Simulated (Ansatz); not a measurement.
# BrHOSi: ionisation energy by level of theory

How much energy removes an electron from BrHOSi at fixed geometry? The cation is run at each level and the neutral's energy taken from earlier runs.

Program: Ansatz 0.2.0, Gaussian basis. Level of theory: unrestricted cation, the program's frozen cores in correlated methods. These are calculated values, not measurements.

The runs, in order: UKS PBE-D4/def2-TZVPP; UKS r2SCAN-D4/def2-TZVPP; UKS PBE0-D4/def2-TZVPP; UKS B3LYP-D4/def2-TZVPP; UKS wB97X-V/def2-TZVPP; UKS wB97M-V/def2-TZVPP; UKS B2PLYP/def2-TZVPP; UHF-CCSD(T)/def2-TZVPP; UHF-MP2/def2-QZVPP; extrapolation to the limit; then −ε(HOMO) from the neutral's earlier runs with LDA (SPW92), PBE-D4, revPBE-D4, BLYP-D4, r2SCAN-D4, B97M-V, PBE0-D4, B3LYP-D4, r2SCANh-D4, r2SCAN0-D4, HSE06-D4, BHLYP-D4, CAM-B3LYP-D4, LC-ωPBE, ωB97X-V, ωB97M-V.

## (1) The geometry

An earlier PBE0-D4 in a triple-zeta def2 set relaxation fixed the geometry.

SMILES `O[Si]Br`, 4 atoms, charge 0, spin multiplicity 1.

Atoms are counted from 1 here; the program's logs count them from 0.

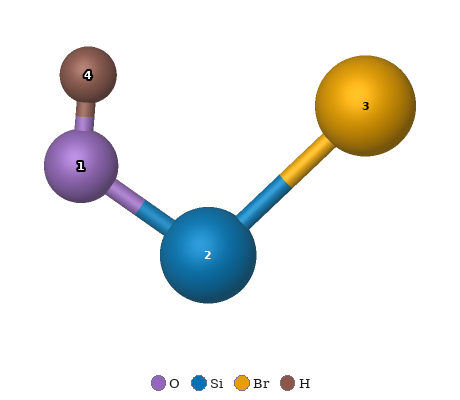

The geometry (oxygen purple, silicon blue, bromine amber, hydrogen brown); atoms are numbered from 1 in the order of the file.

## (2) Cation, UKS PBE-D4/def2-TZVPP

The input, in.yaml:

```yaml
crystal:
  periodic: [false, false, false]
  atoms:
    - {symbol: O, position_ang: [-0.885206, 0.465063, -0.454500]}
    - {symbol: Si, position_ang: [-0.590515, -0.799573, 0.539768]}
    - {symbol: Br, position_ang: [1.692581, -0.725172, 0.691617]}
    - {symbol: H, position_ang: [-0.161361, 0.999382, -0.797184]}
basis:
  gaussian: {orbitals: def2-TZVPP}
total_charge: 1
magnetization: {spin_polarized: true, initial_magnetization: 1}
hamiltonian: {xc: pbe, dispersion: d4}
```

The runs that follow: Cation, UKS r2SCAN-D4/def2-TZVPP; Cation, UKS PBE0-D4/def2-TZVPP; Cation, UKS B3LYP-D4/def2-TZVPP; Cation, UKS wB97X-V/def2-TZVPP; Cation, UKS wB97M-V/def2-TZVPP; Cation, UKS B2PLYP (frozen core)/def2-TZVPP; Cation, UHF-CCSD(T)/def2-TZVPP; Cation, UHF-MP2/def2-QZVPP.

Before running them: what should the planned runs give, taken together? Wanted: ionisation energy, CCSD(T)/CBS; nearest functional by difference; nearest −ε(HOMO); −ε(HOMO) of PBE; T1 of the cation.

The runs gave:

| quantity | value |
| --- | --- |
| ionisation energy, CCSD(T)/CBS | 9.99 eV |
| nearest functional by difference | ωB97M-V (-0.13 eV) |
| nearest −ε(HOMO) | LC-ωPBE (+0.06 eV) |
| −ε(HOMO) of PBE | 6.46 eV |
| T1 of the cation | 0.019 |

By cation minus neutral, the functionals miss by 0.40 eV at most. −ε(HOMO) of PBE misses by 3.5 eV, since self-interaction lifts the level. Among orbital estimates LC-ωPBE comes nearest. Hartree-Fock falls 1.06 eV short, as the neutral has more correlation energy than the cation. Correlated methods include outer-core shells of Br, which these sets cover unevenly. With outer-core shells in play the reference is unsure by up to some tenths of an eV, so close misses can't be ranked.
